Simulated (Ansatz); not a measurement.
Energy over volume and axial ratio for Sb (A7 type, space group R-3m)

Sb (A7 type, space group R-3m)

```cif
data_Sb6
_chemical_formula_sum 'Sb6'
_space_group_name_H-M_alt 'R-3m :H'
_space_group_IT_number 166
_space_group_name_Hall '-R 3 2"'
_cell_length_a 4.32795
_cell_length_b 4.32795
_cell_length_c 11.34433
_cell_angle_alpha 90.000
_cell_angle_beta 90.000
_cell_angle_gamma 120.000
loop_
_atom_site_label
_atom_site_type_symbol
_atom_site_symmetry_multiplicity
_atom_site_Wyckoff_symbol
_atom_site_fract_x
_atom_site_fract_y
_atom_site_fract_z
_atom_site_occupancy
Sb1 Sb 6 c 0.00000 0.00000 0.23324 1
```
(The calculation used a cell of 2 atoms; values per cell refer to that cell.)

Two coordinates are scanned: the volume, and the ratio of the stretch along z (the conventional c axis) to the stretch across it. Atoms keep their fractional coordinates.

Method: r2SCAN+rVV10 (plane waves to 500 eV, PAW, scalar-relativistic; Ansatz, a program for electronic structure). k mesh 13×13×13 (Γ-centred), Fermi-Dirac smearing 0.05 eV. E stands for the smeared free energy. As the atoms are clamped, bonds stretch with the cell, which overstates energies and stresses. With partly filled bands, the response to shear is sensitive to the k mesh, so small differences along c/a are uncertain. Sb was relaxed with its symmetry unable to fall. Spin-orbit coupling is left out, though Sb is heavy. The zero of ΔE is the relaxed starting cell.

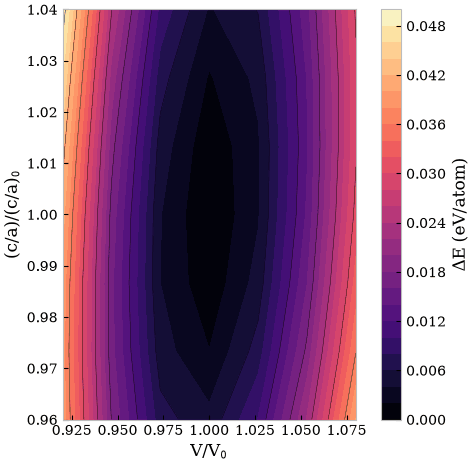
Fig. 1. ΔE (eV/atom) over the 7×7 grid of computed points.

Highest place on the grid: V/V₀ = 0.920, (c/a)/(c/a)₀ = 1.040 (49 meV/atom). Lowest place on the grid: V/V₀ = 1.000, (c/a)/(c/a)₀ = 1.000 (0 meV/atom).

(Under strain, the slope of the energy per volume gives the stress and its curvature an elastic modulus.)
